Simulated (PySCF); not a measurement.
# C$_{3}$H$_{8}$AlClO (SMILES C=C[O+](C)[AlH2-][Cl]): what the fields show

Input

```
{"job": {"kind": "nmr", "xc": "PBE0", "basis": "pcSseg-1"}, "charge": 0, "multiplicity": 1}
C     -0.887918     1.832605    -0.715643
C      0.118313     1.075856    -0.322959
O      0.075791    -0.244920     0.028670
C     -1.177674    -0.894776     0.020810
Al     1.776035    -1.046237     0.575280
Cl     2.088173    -0.304308     2.455922
H     -0.712647     2.861352    -0.967370
H     -1.901556     1.484681    -0.804254
H      1.136000     1.438788    -0.240043
H     -0.988861    -1.911176     0.365459
H     -1.874582    -0.398431     0.700481
H     -1.592087    -0.918790    -0.990317
H      1.295535    -2.519649     0.442602
H      2.644798    -0.455469    -0.570803
```

Command:

```sh
OMP_NUM_THREADS=1 python probes_run.py task.json out
```

Geometry: GFN2-xTB.

Level of theory: PBE0/pcSseg-1, SCF density, gas phase, non-relativistic in PySCF.

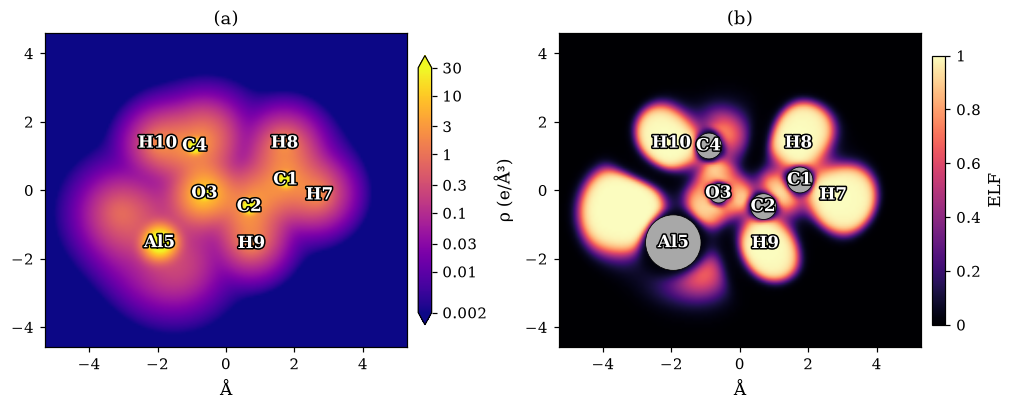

Figure 1. (a) total electron density; (b) ELF on the plane of atoms O3, C2 and H9. Grey discs cover the atomic cores in the ELF map.

### Interpret the plot.

- The section cuts through C, O, Al and H sites.
- C–C (1.32 Å): the density is about 2.3 e/Å³ at the midpoint; the ELF peaks at about 0.90 between the atoms (a short, multiple covalent bond).
- C–O (1.37 Å): the density is about 2.2 e/Å³ at the midpoint, with its minimum of 1.9 e/Å³ about 0.5 Å from C; the ELF peaks at about 0.90 between the atoms; a shared but strongly polarised pair.
- Al–O (1.96 Å): ρ is about 0.44 e/Å³ halfway; the ELF peaks at about 0.90 in the valence shell of O, 0.6 Å from its nucleus, and is about 0.45 at the midpoint.
- C–H (1.07 Å): ρ is about 2.1 e/Å³ halfway; the ELF climbs to about 1 towards the hydrogen, as it does in any bond to H: a covalent bond by its length.
- C–O (1.41 Å): ρ at the midpoint is about 2 e/Å³, with its minimum of 1.7 e/Å³ about 0.5 Å from C; the ELF peaks at about 0.90 between the atoms: a polar covalent bond.

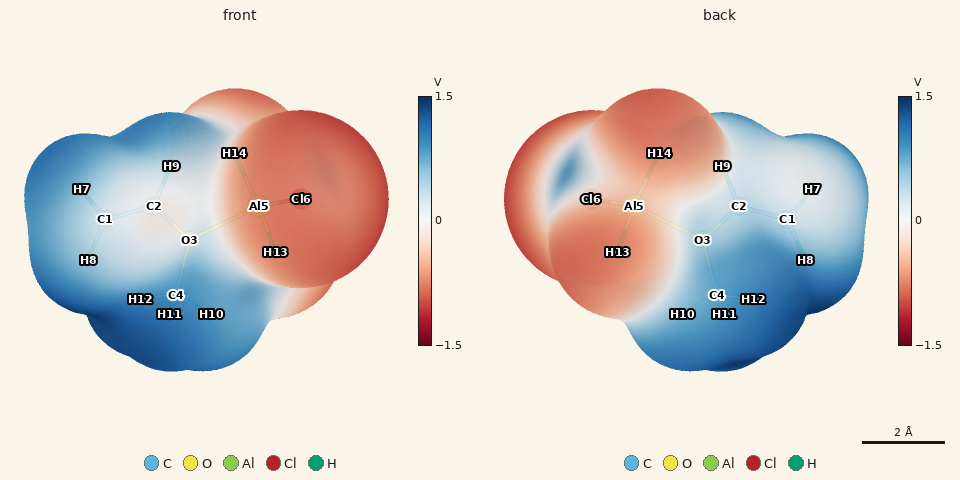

Figure 2. The electrostatic potential painted on the density surface at 0.001 e/bohr³, seen from the front and from behind; red is negative and blue positive.

### Which sites attract a positive test charge, and which a negative one?

A positive charge is drawn to the negative regions and a negative charge to the positive ones. The most negative region (about −1.0 V) lies over Cl6, the most positive (about +1.4 V) over C4 and H8.
